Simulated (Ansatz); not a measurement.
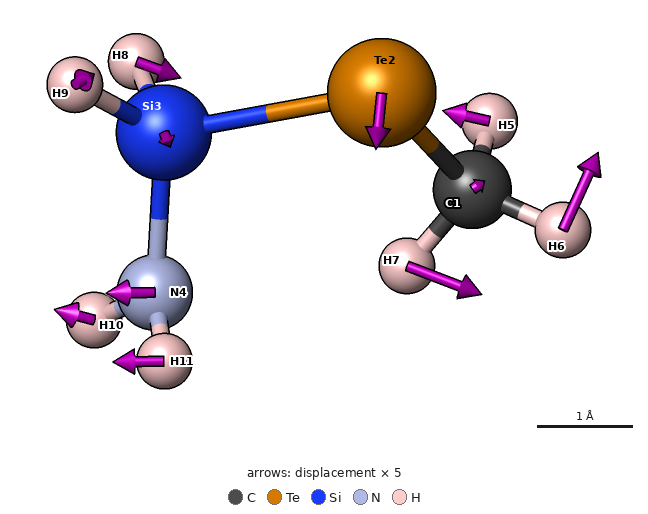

A relaxation of CH₇NSiTe. The starting structure is drawn; purple arrows show the displacements, 5 times their true length. The two geometries are superimposed by the best rigid fit.

A ball-and-stick model, seen at a tilt.

The start comes from PBE-D4/def2-SVP.

Level of theory: RKS PBE0-D4/def2-TZVP in Ansatz. (force threshold 0.005 eV/Å; at most 150 steps)

Q: Which element moves most?

A: Hydrogen: up to 0.19 Å, against 0.12 Å for tellurium.

Q: What did the optimiser do to the structure, and how much energy did it gain?

A: After 11 accepted moves (12 points after the start) the energy has fallen by 1.49 kcal/mol. The largest force component goes from 0.6 to 0.0032 eV/Å. The line search rejected the trial step at point 10 of the run. H6 moves most after the best rigid fit: 0.19 Å. Largest moves by element: H 0.19 Å, Te 0.12 Å, N 0.11 Å, Si 0.04 Å, C 0.03 Å. Near-neighbour distances that change, for instance: C1–Te2 2.190 → 2.150 Å, Te2–Si3 2.513 → 2.481 Å, Si3–N4 1.743 → 1.715 Å, Si3–H8 1.506 → 1.486 Å.
